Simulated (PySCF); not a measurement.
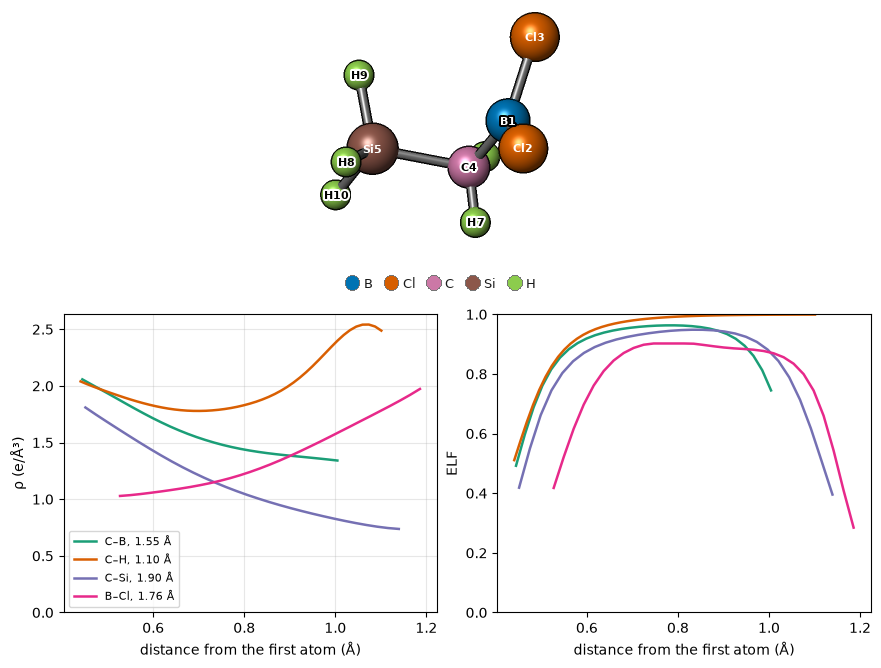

The picture shows: CH₅BCl₂Si (BCl2(CH2SiH3)). Electron density and electron localisation function along straight lines between neighbouring atoms. The curves leave out the atomic cores. The structure is drawn too.

Geometry: PBE0-D3(BJ)/def2-SVP.

Level of theory: PySCF 2.14.0, PBE0/pcSseg-1, SCF density, gas phase, non-relativistic.

```yaml
atoms:
  - { symbol: B, position_ang: [0.7036, 1.1450, -0.6823] }
  - { symbol: Cl, position_ang: [2.4565, 1.1906, -0.5716] }
  - { symbol: Cl, position_ang: [-0.1621, 2.6719, -0.5934] }
  - { symbol: C, position_ang: [-0.0567, -0.1969, -0.7798] }
  - { symbol: Si, position_ang: [-0.5005, -0.8267, 0.9560] }
  - { symbol: H, position_ang: [-1.0103, -0.0855, -1.3195] }
  - { symbol: H, position_ang: [0.5525, -0.9824, -1.2532] }
  - { symbol: H, position_ang: [0.7411, -1.0136, 1.7636] }
  - { symbol: H, position_ang: [-1.3883, 0.1562, 1.6440] }
  - { symbol: H, position_ang: [-1.2113, -2.1354, 0.8406] }
```

### What kind of bonding do the profiles show?

C–B (1.55 Å): the density is about 1.5 e/Å³ at the midpoint; the ELF peaks at about 0.95 between the atoms, as expected for a shared electron pair.
C–H (1.10 Å): ρ at the midpoint is about 1.9 e/Å³; the ELF climbs to about 1 towards the hydrogen, as it does in any bond to H (an ordinary covalent bond to hydrogen).
C–Si (1.90 Å): ρ is about 0.87 e/Å³ halfway; the ELF peaks at about 0.95 between the atoms: a shared electron pair.
B–Cl (1.76 Å): ρ is about 1.3 e/Å³ halfway; the ELF peaks at about 0.90 between the atoms: a shared but strongly polarised pair.
